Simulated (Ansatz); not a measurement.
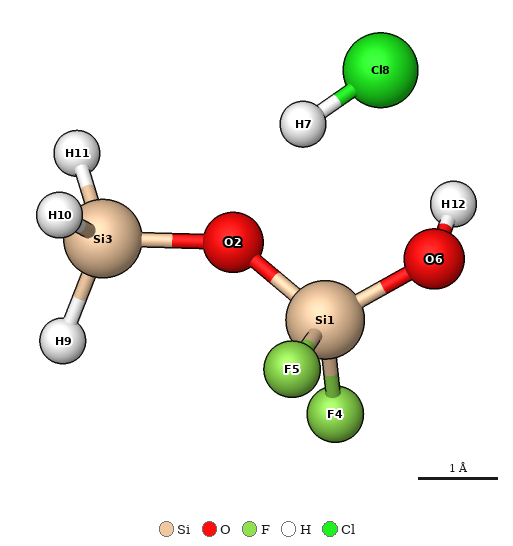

*The input geometry (ball-and-stick view, seen at a tilt; atoms are numbered from 1 in the order of the input).*

Bond lengths as drawn: Cl–H 1.29 Å, F–Si 1.57 to 1.58 Å, H–O 0.96 Å, H–Si 1.48 Å and O–Si 1.60 to 1.66 Å.

# Si2H5ClO2F2: single-point calculation

- system: Si2H5ClO2F2
- method: RKS PBE0-D4/def2-TZVPP (Ansatz 0.2.0)

The geometry is the reactant side of a reaction. The reaction was set up to form Si1–Cl8 and O2–H7 and to break Si1–O2 and H7–Cl8 (atoms counted from 1 in the order of the input); sticks are drawn by distance alone. The geometry comes from this level: PBE0-D4/def2-TZVP.

**The input**
```yaml
crystal:
  periodic: [false, false, false]
  atoms:
    - {symbol: Si, position_ang: [0.598123, 1.241825, -0.281953]}
    - {symbol: O, position_ang: [-0.179722, -0.173150, -0.128543]}
    - {symbol: Si, position_ang: [-1.414343, -1.012146, -0.856916]}
    - {symbol: F, position_ang: [-0.348524, 2.379820, 0.261685]}
    - {symbol: F, position_ang: [0.841398, 1.554027, -1.804835]}
    - {symbol: O, position_ang: [2.016809, 1.226953, 0.462146]}
    - {symbol: H, position_ang: [0.473565, -1.036949, 1.564607]}
    - {symbol: Cl, position_ang: [1.182619, -1.150456, 2.638581]}
    - {symbol: H, position_ang: [-2.564168, -0.106515, -1.087344]}
    - {symbol: H, position_ang: [-0.933376, -1.573974, -2.139851]}
    - {symbol: H, position_ang: [-1.782920, -2.098191, 0.080222]}
    - {symbol: H, position_ang: [2.110439, 0.748855, 1.292098]}
basis:
  gaussian: {orbitals: def2-TZVPP}
hamiltonian: {xc: pbe0, dispersion: d4}
output: {orbitals: {seedname: orbitals}}
```

Machine: 4 CPU threads, shared host.

Launch command:
```bash
ansatz run in.yaml --threads 4 --pin off --events-out ev --progress --plain --max-ram 46080MiB --backend cuda --devices 0, --max-vram 37GiB
```

**Output**
```
Functional definition: PBE0
  name "PBE0"
  cite "Adamo & Barone, J. Chem. Phys. 110, 6158 (1999) doi:10.1063/1.478522"
  cite "Perdew, Burke & Ernzerhof, Phys. Rev. Lett. 77, 3865 (1996) doi:10.1103/PhysRevLett.77.3865"
  parent pbe
  parameter a = 0.25
  parameter kappa = 0.804
  parameter beta = 0.06672455060314922
  exchange = (1 - a)*pbe_x(kappa = kappa, mu = beta*pi^2/3) + a*exact_x
  correlation = pbe_c(beta = beta)
1816 factors; their error is unknown
mean field evaluation 1: about -37871.2123 eV, gradient 7.9e1 eV
mean field evaluation 2: about -37860.8618 eV, gradient 1.1e2 eV
mean field evaluation 4: about -37880.0261 eV, gradient 5.2e0 eV
mean field evaluation 8: about -37880.0611 eV, gradient 1.0e-1 eV
mean field evaluation 16: about -37880.1569 eV, gradient 1.7e-4 eV
mean field -37880.15686076 eV, -1392.0700885403 hartree, gradient 5.1e-5 eV, S^2 0.000000; 0 other end points of the search recorded, 0 dependent functions left out
reference -37880.15689588 eV, -1392.0700898309 hartree; 42, 42 occupied and 278, 278 virtual orbitals, 1816 factors
Total energy: -37880.43629931 eV, -1392.0803577176 hartree
```

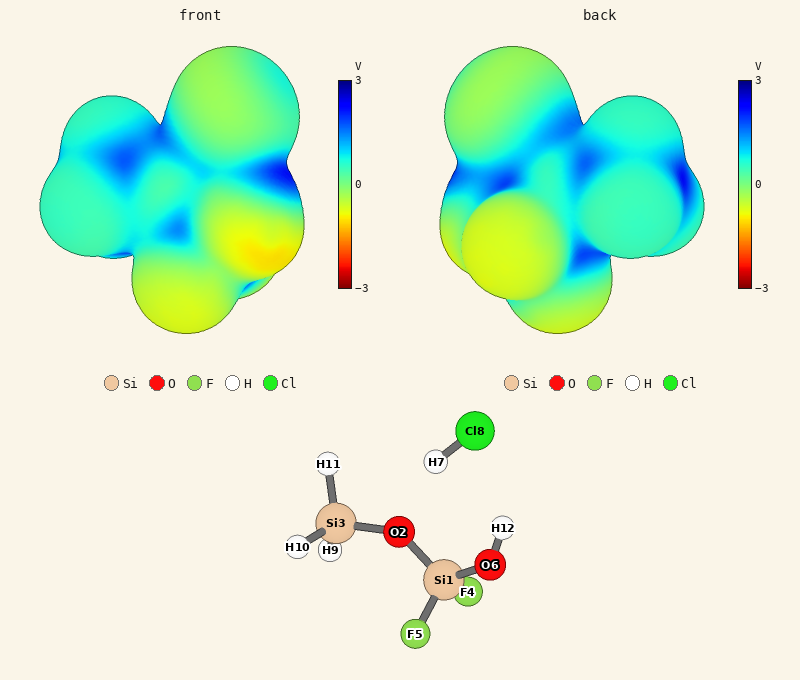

*The electrostatic potential painted on the density surface at 0.002 e/bohr³, seen at a tilt and from behind; the colour scale runs from red (negative) to blue (positive). The bare structure is drawn below in the same view.*

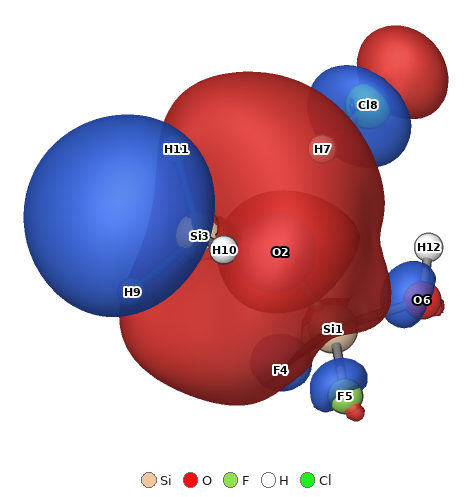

*The LUMO at ±0.06 Å⁻³ᐟ² (blue and red are the two phases), seen at an oblique angle.*

It lies mainly on Si3 (45 %), Si1 (10 %) and O2 (10 %). Its energy is −0.60 eV.

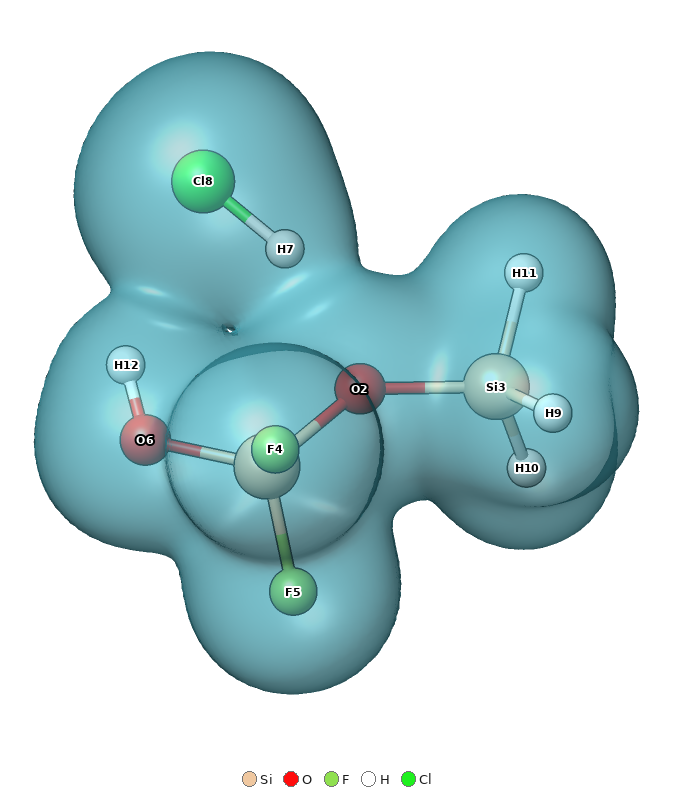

*Isosurface of the total electron density at 0.05 e/Å³ (cyan), seen at an oblique angle.*

At this value the surface is in one piece. On the grid the lowest density along these lines, outside the cores, is 0.16 e/Å³ (O···H, 2.01 Å), 1.1 e/Å³ (Si–F, 1.57 Å), 1.1 e/Å³ (Si–O, 1.60 Å) and 2.4 e/Å³ (O–H, 0.96 Å).

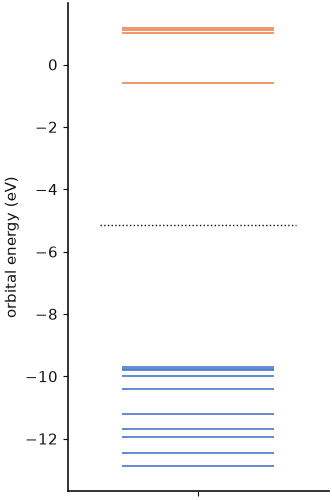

*Orbital energies near the frontier; the dotted line parts filled from empty levels, and levels within 0.02 eV of each other stand side by side.*

Highest filled −9.71 eV, lowest empty −0.60 eV, 9.11 eV apart.

**Summary**

```json
{"quantity": "outcome", "value": "converged"}
{"quantity": "total energy", "value": "−37880.4363 eV"}
{"quantity": "mean-field energy", "value": "−37880.1569 eV"}
{"quantity": "dispersion energy", "value": "−0.2794 eV"}
{"quantity": "SCF solution under orbital rotations", "value": "stable"}
{"quantity": "HOMO", "value": "−9.71 eV"}
{"quantity": "LUMO", "value": "−0.60 eV"}
{"quantity": "wall time", "value": "5.5 s (CPU time 5.8 s)"}
{"quantity": "peak memory", "value": "0.88 GiB"}
```
